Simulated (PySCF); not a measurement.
```xyz
3

Lu    0.0000    0.0000   -0.3121
F     1.5251    0.0000    0.7645
F    -1.5251    0.0000    0.7645
```

Level of theory: PySCF, RKS PBE0, Lu def2-SVP with ECP28, F def2-SVP; non-relativistic Hamiltonian with scalar-relativistic core potentials where named; density fitting.

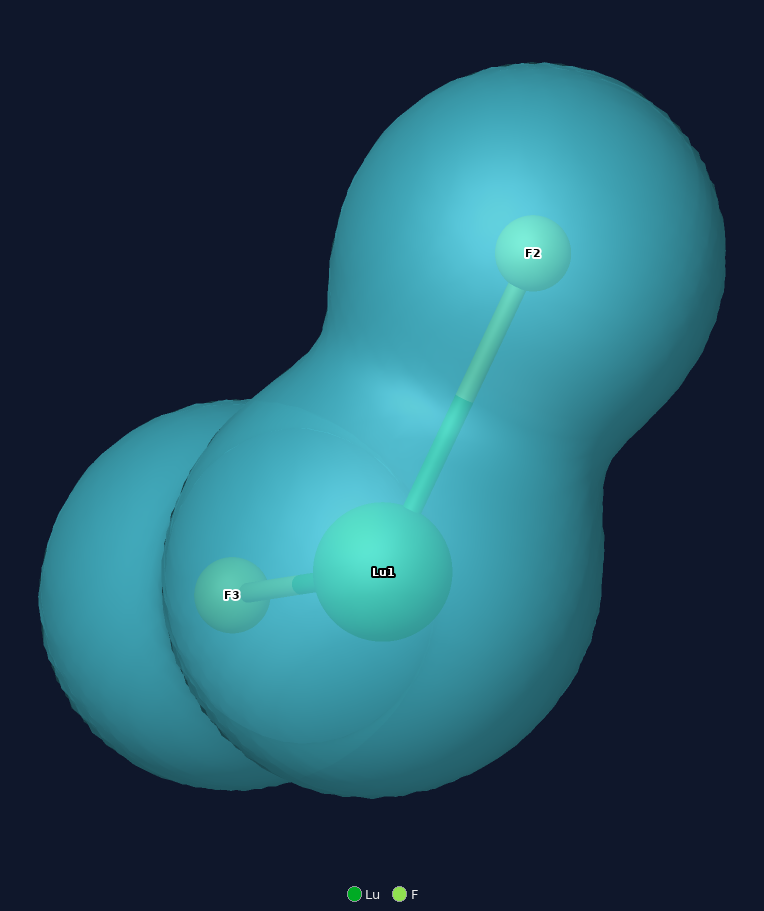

F$_{2}$Lu (charge +1). Isosurface of the total electron density at 0.2 e/Å³ (cyan), seen at an oblique angle.

Which contacts does the surface bridge?

Answer. At this value the surface is in one piece. It bridges the sampled Lu–F (1.87 Å) contacts, where the density stays above the isovalue. On the grid the lowest density along these lines, outside the cores, is 1 e/Å³ (Lu–F, 1.87 Å).
